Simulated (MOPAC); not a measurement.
Geometry relaxation of CH6F2Si2 (charge +1) (part 4 of 4)

The same run, continued: CH6F2Si2, charge +1, multiplicity 2; PM6-D3, unrestricted, dispersion D3 (MOPAC 23.2.5). The starting geometry was optimised with PM6-D3.

Geometry of the input (Å):
```
C  -1.0516  1.2816  0.9565
Si 0.2522  0.0665  0.4528
Si 0.5906  -1.0807  -1.1259
F  -0.4099  -2.2741  -1.4124
F  0.9367  -0.3780  -2.5020
H  -2.0532  0.8234  1.0003
H  -0.8583  1.7150  1.9504
H  -1.1283  2.1264  0.2526
H  0.3470  -1.0856  1.4183
H  1.6162  0.7022  0.3918
H  1.8324  -1.6214  -0.5322
```

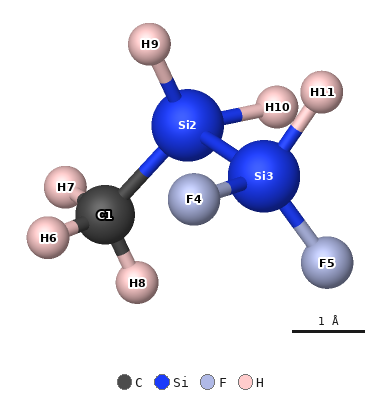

Fig. 1: The geometry at step 117 of the log (ball-and-stick view, seen at a tilt; atoms are numbered from 1 in the order of the input).

Trajectory as extended XYZ, continued:
```
11
Properties=species:S:1:pos:R:3:forces:R:3 step=100 energy=-0.45578
C    -1.0189    1.0652    0.6166   -0.0004  -0.0005  -0.0001
Si    0.4631    0.0133    0.6363    0.0013   0.0009  -0.0004
Si    0.6145   -1.0867   -1.1050    0.0006   0.0004  -0.0004
F    -0.6113   -2.0535   -1.2220    0.0015  -0.0006   0.0006
F     0.7851   -0.1212   -2.3258   -0.0004   0.0000  -0.0002
H    -1.9962    0.5342    0.6163   -0.0008   0.0004  -0.0006
H    -1.0594    1.7048    1.5313   -0.0011  -0.0002   0.0009
H    -1.1018    1.7953   -0.2183    0.0009   0.0006   0.0004
H     0.4557   -1.2172    1.4718   -0.0003   0.0005   0.0003
H     1.7897    0.6452    0.4045    0.0009  -0.0001  -0.0004
H     1.8485   -1.8156   -0.8215   -0.0022  -0.0013  -0.0001
11
Properties=species:S:1:pos:R:3:forces:R:3 step=102 energy=-0.45579
C    -1.0194    1.0632    0.6162   -0.0027  -0.0010  -0.0004
Si    0.4646    0.0143    0.6360    0.0024   0.0003   0.0001
Si    0.6143   -1.0865   -1.1050    0.0005   0.0022  -0.0017
F    -0.6141   -2.0505   -1.2202    0.0041  -0.0015   0.0006
F     0.7868   -0.1228   -2.3269   -0.0009  -0.0004   0.0011
H    -1.9957    0.5302    0.6087   -0.0007   0.0018  -0.0004
H    -1.0651    1.6971    1.5346   -0.0009   0.0000   0.0011
H    -1.1004    1.7981   -0.2148    0.0017  -0.0004   0.0009
H     0.4597   -1.2155    1.4727   -0.0009   0.0014   0.0001
H     1.7900    0.6483    0.4035    0.0013  -0.0004  -0.0008
H     1.8475   -1.8167   -0.8205   -0.0040  -0.0018  -0.0004
11
Properties=species:S:1:pos:R:3:forces:R:3 step=104 energy=-0.45581
C    -1.0195    1.0612    0.6150   -0.0001   0.0016   0.0021
Si    0.4664    0.0147    0.6362    0.0019   0.0013  -0.0009
Si    0.6133   -1.0858   -1.1052    0.0026   0.0013   0.0011
F    -0.6161   -2.0488   -1.2177    0.0035  -0.0036  -0.0004
F     0.7872   -0.1243   -2.3283   -0.0018   0.0023  -0.0013
H    -1.9956    0.5286    0.5919   -0.0024   0.0008   0.0002
H    -1.0742    1.6834    1.5411   -0.0017  -0.0010  -0.0007
H    -1.0921    1.8060   -0.2078    0.0003   0.0007  -0.0004
H     0.4646   -1.2124    1.4762   -0.0010   0.0006   0.0007
H     1.7899    0.6514    0.4008    0.0031  -0.0004   0.0001
H     1.8463   -1.8158   -0.8188   -0.0043  -0.0035  -0.0005
11
Properties=species:S:1:pos:R:3:forces:R:3 step=106 energy=-0.45583
C    -1.0191    1.0634    0.6162    0.0055   0.0033   0.0036
Si    0.4650    0.0144    0.6361   -0.0010   0.0028  -0.0016
Si    0.6132   -1.0859   -1.1052    0.0034  -0.0024   0.0052
F    -0.6130   -2.0523   -1.2190   -0.0010  -0.0032  -0.0007
F     0.7856   -0.1240   -2.3281   -0.0015   0.0048  -0.0050
H    -1.9967    0.5341    0.5893   -0.0039  -0.0023   0.0004
H    -1.0744    1.6827    1.5442   -0.0015  -0.0020  -0.0014
H    -1.0875    1.8107   -0.2046   -0.0018   0.0038  -0.0027
H     0.4630   -1.2116    1.4774   -0.0001  -0.0017   0.0012
H     1.7890    0.6491    0.3967    0.0028   0.0003   0.0013
H     1.8464   -1.8150   -0.8184   -0.0009  -0.0033  -0.0004
11
Properties=species:S:1:pos:R:3:forces:R:3 step=108 energy=-0.45584
C    -1.0201    1.0654    0.6192    0.0037   0.0029   0.0027
Si    0.4632    0.0155    0.6346   -0.0021   0.0024  -0.0003
Si    0.6146   -1.0870   -1.1049    0.0017  -0.0026   0.0022
F    -0.6118   -2.0530   -1.2205   -0.0026  -0.0012   0.0007
F     0.7868   -0.1253   -2.3283   -0.0002   0.0027  -0.0030
H    -1.9979    0.5360    0.5939    0.0005  -0.0004   0.0001
H    -1.0739    1.6844    1.5476   -0.0008  -0.0029  -0.0041
H    -1.0901    1.8130   -0.2014   -0.0015   0.0012   0.0001
H     0.4618   -1.2114    1.4749    0.0003  -0.0014   0.0006
H     1.7880    0.6480    0.3919    0.0005   0.0003   0.0012
H     1.8464   -1.8184   -0.8189    0.0006  -0.0010  -0.0003
11
Properties=species:S:1:pos:R:3:forces:R:3 step=110 energy=-0.45584
C    -1.0203    1.0637    0.6180    0.0028   0.0013   0.0010
Si    0.4644    0.0158    0.6348   -0.0008   0.0009  -0.0003
Si    0.6144   -1.0869   -1.1050    0.0008  -0.0005   0.0011
F    -0.6138   -2.0508   -1.2192   -0.0015  -0.0011   0.0003
F     0.7877   -0.1252   -2.3283   -0.0005   0.0012  -0.0016
H    -1.9971    0.5326    0.5923   -0.0010  -0.0005  -0.0001
H    -1.0756    1.6825    1.5463   -0.0006  -0.0009  -0.0013
H    -1.0913    1.8113   -0.2025   -0.0004   0.0009  -0.0003
H     0.4637   -1.2109    1.4755    0.0000  -0.0005   0.0005
H     1.7888    0.6495    0.3934    0.0008   0.0003   0.0007
H     1.8456   -1.8197   -0.8196    0.0004  -0.0011  -0.0001
11
Properties=species:S:1:pos:R:3:forces:R:3 step=112 energy=-0.45581
C    -1.0211    1.0586    0.6150    0.0010   0.0040   0.0020
Si    0.4687    0.0173    0.6352   -0.0029   0.0013  -0.0015
Si    0.6136   -1.0863   -1.1052   -0.0010  -0.0010   0.0044
F    -0.6200   -2.0445   -1.2143    0.0041  -0.0024  -0.0021
F     0.7900   -0.1269   -2.3297   -0.0021   0.0025  -0.0023
H    -1.9958    0.5244    0.5710    0.0028   0.0036   0.0012
H    -1.0893    1.6632    1.5520   -0.0008  -0.0024  -0.0065
H    -1.0856    1.8175   -0.1958    0.0001  -0.0050   0.0043
H     0.4732   -1.2057    1.4809   -0.0006  -0.0004  -0.0003
H     1.7901    0.6561    0.3924    0.0016  -0.0009  -0.0002
H     1.8427   -1.8234   -0.8203   -0.0023   0.0005   0.0010
11
Properties=species:S:1:pos:R:3:forces:R:3 step=113 energy=-0.45584
C    -1.0204    1.0626    0.6171    0.0031   0.0011   0.0010
Si    0.4654    0.0160    0.6350   -0.0011   0.0009  -0.0006
Si    0.6142   -1.0868   -1.1051    0.0003  -0.0005   0.0018
F    -0.6151   -2.0495   -1.2181   -0.0006  -0.0010   0.0000
F     0.7880   -0.1253   -2.3284   -0.0007   0.0010  -0.0019
H    -1.9967    0.5308    0.5877   -0.0012  -0.0004  -0.0006
H    -1.0785    1.6785    1.5471   -0.0009  -0.0010  -0.0006
H    -1.0900    1.8123   -0.2014    0.0001   0.0011  -0.0001
H     0.4657   -1.2097    1.4770    0.0001  -0.0005   0.0004
H     1.7892    0.6508    0.3934    0.0009   0.0001   0.0004
H     1.8449   -1.8205   -0.8199    0.0001  -0.0007   0.0003
11
Properties=species:S:1:pos:R:3:forces:R:3 step=115 energy=-0.45584
C    -1.0204    1.0625    0.6173    0.0026   0.0021   0.0015
Si    0.4656    0.0163    0.6348   -0.0017   0.0010  -0.0007
Si    0.6141   -1.0867   -1.1050    0.0002  -0.0005   0.0031
F    -0.6152   -2.0495   -1.2177   -0.0003  -0.0020  -0.0008
F     0.7880   -0.1259   -2.3289   -0.0011   0.0017  -0.0023
H    -1.9969    0.5311    0.5831   -0.0002   0.0002   0.0000
H    -1.0812    1.6747    1.5497   -0.0005  -0.0016  -0.0021
H    -1.0875    1.8154   -0.1986   -0.0004   0.0007   0.0002
H     0.4666   -1.2088    1.4776    0.0001  -0.0009   0.0003
H     1.7891    0.6513    0.3919    0.0008   0.0000   0.0006
H     1.8446   -1.8206   -0.8194    0.0005  -0.0006   0.0001
11
Properties=species:S:1:pos:R:3:forces:R:3 step=117 energy=-0.45585
C    -1.0202    1.0643    0.6186    0.0030   0.0031   0.0029
Si    0.4645    0.0163    0.6344   -0.0023   0.0012  -0.0005
Si    0.6141   -1.0868   -1.1049    0.0008  -0.0004   0.0042
F    -0.6131   -2.0519   -1.2186   -0.0015  -0.0034  -0.0010
F     0.7869   -0.1263   -2.3291   -0.0013   0.0024  -0.0032
H    -1.9976    0.5348    0.5814    0.0001  -0.0003  -0.0003
H    -1.0815    1.6740    1.5526   -0.0003  -0.0029  -0.0030
H    -1.0845    1.8194   -0.1955   -0.0013   0.0025  -0.0008
H     0.4650   -1.2092    1.4766    0.0004  -0.0016   0.0006
H     1.7884    0.6500    0.3899    0.0007   0.0001   0.0012
H     1.8453   -1.8191   -0.8184    0.0017  -0.0008  -0.0003
11
Properties=species:S:1:pos:R:3:forces:R:3 step=119 energy=-0.45585
C    -1.0201    1.0651    0.6191    0.0041   0.0035   0.0026
Si    0.4640    0.0164    0.6342   -0.0025   0.0023  -0.0007
Si    0.6142   -1.0869   -1.1049    0.0018  -0.0036   0.0037
F    -0.6123   -2.0528   -1.2188   -0.0036  -0.0013   0.0002
F     0.7864   -0.1268   -2.3294   -0.0002   0.0036  -0.0036
H    -1.9979    0.5366    0.5791    0.0002  -0.0011   0.0005
H    -1.0824    1.6724    1.5546   -0.0005  -0.0025  -0.0038
H    -1.0825    1.8222   -0.1932   -0.0022   0.0018  -0.0007
H     0.4644   -1.2094    1.4759    0.0005  -0.0019   0.0010
H     1.7881    0.6497    0.3892    0.0007   0.0004   0.0016
H     1.8458   -1.8183   -0.8181    0.0016  -0.0012  -0.0006
11
Properties=species:S:1:pos:R:3:forces:R:3 step=121 energy=-0.45581
C    -1.0208    1.0601    0.6147    0.0175   0.0009  -0.0036
Si    0.4679    0.0168    0.6353   -0.0076   0.0067  -0.0064
Si    0.6140   -1.0867   -1.1053   -0.0008  -0.0027   0.0072
F    -0.6184   -2.0465   -1.2145    0.0058  -0.0026  -0.0013
F     0.7879   -0.1264   -2.3291   -0.0012   0.0050  -0.0051
H    -1.9962    0.5281    0.5707   -0.0063  -0.0030   0.0011
H    -1.0867    1.6642    1.5518   -0.0041   0.0035   0.0006
H    -1.0845    1.8192   -0.1960    0.0020  -0.0054   0.0052
H     0.4707   -1.2074    1.4791   -0.0013  -0.0028   0.0015
H     1.7901    0.6551    0.3958    0.0021  -0.0005  -0.0007
H     1.8451   -1.8214   -0.8223   -0.0062   0.0012   0.0016
11
Properties=species:S:1:pos:R:3:forces:R:3 step=123 energy=-0.45585
C    -1.0203    1.0634    0.6176    0.0046   0.0016   0.0015
Si    0.4653    0.0165    0.6345   -0.0023   0.0015  -0.0008
Si    0.6142   -1.0869   -1.1050    0.0006  -0.0011   0.0028
F    -0.6143   -2.0507   -1.2176   -0.0011  -0.0019  -0.0004
F     0.7870   -0.1262   -2.3290   -0.0008   0.0022  -0.0026
H    -1.9971    0.5331    0.5786   -0.0011  -0.0008   0.0001
H    -1.0831    1.6717    1.5524   -0.0009  -0.0010  -0.0016
H    -1.0845    1.8196   -0.1954   -0.0006   0.0012  -0.0004
H     0.4659   -1.2091    1.4766    0.0001  -0.0010   0.0005
H     1.7890    0.6510    0.3916    0.0009   0.0002   0.0008
H     1.8454   -1.8197   -0.8195    0.0005  -0.0008   0.0001
11
Properties=species:S:1:pos:R:3:forces:R:3 step=125 energy=-0.45586
C    -1.0196    1.0655    0.6181    0.0052   0.0037   0.0024
Si    0.4646    0.0168    0.6342   -0.0032   0.0026  -0.0017
Si    0.6141   -1.0871   -1.1048    0.0007  -0.0033   0.0033
F    -0.6119   -2.0540   -1.2172   -0.0019  -0.0013  -0.0002
F     0.7843   -0.1268   -2.3295   -0.0008   0.0038  -0.0034
H    -1.9974    0.5380    0.5678    0.0000  -0.0005   0.0004
H    -1.0873    1.6648    1.5584   -0.0015  -0.0024  -0.0042
H    -1.0764    1.8292   -0.1886   -0.0015   0.0003   0.0008
H     0.4640   -1.2096    1.4751    0.0004  -0.0021   0.0010
H     1.7888    0.6503    0.3916    0.0012   0.0003   0.0013
H     1.8469   -1.8173   -0.8201    0.0014  -0.0011   0.0004
11
Properties=species:S:1:pos:R:3:forces:R:3 step=126 energy=-0.45587
C    -1.0188    1.0670    0.6179    0.0021   0.0043   0.0015
Si    0.4646    0.0172    0.6338   -0.0022   0.0018  -0.0012
Si    0.6140   -1.0875   -1.1047    0.0008  -0.0027   0.0025
F    -0.6104   -2.0566   -1.2164   -0.0017  -0.0005  -0.0001
F     0.7817   -0.1267   -2.3292   -0.0008   0.0027  -0.0025
H    -1.9971    0.5412    0.5576    0.0015   0.0005   0.0007
H    -1.0919    1.6589    1.5625   -0.0008  -0.0028  -0.0047
H    -1.0697    1.8370   -0.1833   -0.0015  -0.0008   0.0016
H     0.4623   -1.2105    1.4731    0.0003  -0.0017   0.0009
H     1.7894    0.6499    0.3930    0.0010   0.0002   0.0012
H     1.8484   -1.8155   -0.8211    0.0012  -0.0008   0.0001
11
Properties=species:S:1:pos:R:3:forces:R:3 step=128 energy=-0.45588
C    -1.0180    1.0669    0.6163   -0.0002  -0.0003  -0.0002
Si    0.4654    0.0172    0.6340    0.0006  -0.0004   0.0006
Si    0.6140   -1.0878   -1.1046    0.0001   0.0011   0.0012
F    -0.6106   -2.0569   -1.2154   -0.0002  -0.0005  -0.0007
F     0.7799   -0.1252   -2.3282   -0.0003  -0.0006  -0.0004
H    -1.9958    0.5403    0.5542   -0.0008  -0.0003   0.0005
H    -1.0936    1.6582    1.5607    0.0010   0.0002   0.0006
H    -1.0685    1.8372   -0.1844   -0.0002   0.0012  -0.0016
H     0.4612   -1.2118    1.4718   -0.0002  -0.0001   0.0000
H     1.7910    0.6495    0.3972    0.0002   0.0003   0.0005
H     1.8493   -1.8150   -0.8227    0.0002  -0.0006  -0.0004
11
Properties=species:S:1:pos:R:3:forces:R:3 step=130 energy=-0.45586
C    -1.0194    1.0649    0.6170    0.0024   0.0030   0.0008
Si    0.4650    0.0163    0.6347   -0.0024   0.0020  -0.0012
Si    0.6141   -1.0870   -1.1048    0.0000  -0.0016   0.0021
F    -0.6124   -2.0533   -1.2174   -0.0011  -0.0013  -0.0002
F     0.7841   -0.1255   -2.3286   -0.0003   0.0024  -0.0020
H    -1.9969    0.5359    0.5741    0.0014   0.0009   0.0005
H    -1.0838    1.6706    1.5534   -0.0009  -0.0018  -0.0041
H    -1.0804    1.8234   -0.1943   -0.0008  -0.0015   0.0025
H     0.4630   -1.2108    1.4747    0.0002  -0.0013   0.0007
H     1.7897    0.6498    0.3952    0.0007   0.0001   0.0005
H     1.8470   -1.8175   -0.8210    0.0007  -0.0007   0.0004
11
Properties=species:S:1:pos:R:3:forces:R:3 step=132 energy=-0.45587
C    -1.0187    1.0653    0.6163    0.0003   0.0002   0.0001
Si    0.4652    0.0162    0.6348    0.0001  -0.0001   0.0002
Si    0.6141   -1.0873   -1.1047   -0.0001   0.0003   0.0007
F    -0.6120   -2.0544   -1.2172   -0.0001  -0.0010  -0.0001
F     0.7826   -0.1243   -2.3278   -0.0006   0.0003  -0.0002
H    -1.9962    0.5363    0.5734   -0.0002   0.0000  -0.0002
H    -1.0839    1.6717    1.5520    0.0003  -0.0002   0.0001
H    -1.0797    1.8233   -0.1954    0.0000   0.0010  -0.0006
H     0.4615   -1.2121    1.4734   -0.0002  -0.0001   0.0001
H     1.7906    0.6491    0.3979    0.0000   0.0000   0.0003
H     1.8478   -1.8168   -0.8218    0.0004  -0.0003  -0.0004
```

Summary:

- outcome: converged
- total energy: −47.341819 hartree
- dispersion energy: −0.002909 hartree
- heat of formation: −10.51 kcal/mol
- basis functions: 36
- largest force: 0.001 eV/Å
- ⟨S²⟩: 0.755
- hardware: 1 thread of AMD EPYC (Zen 3), 176 GiB of memory available, shared host
- wall time: 1.9 s
- peak memory: 0.085 GiB

MOPAC's energies along a path are heats of formation.
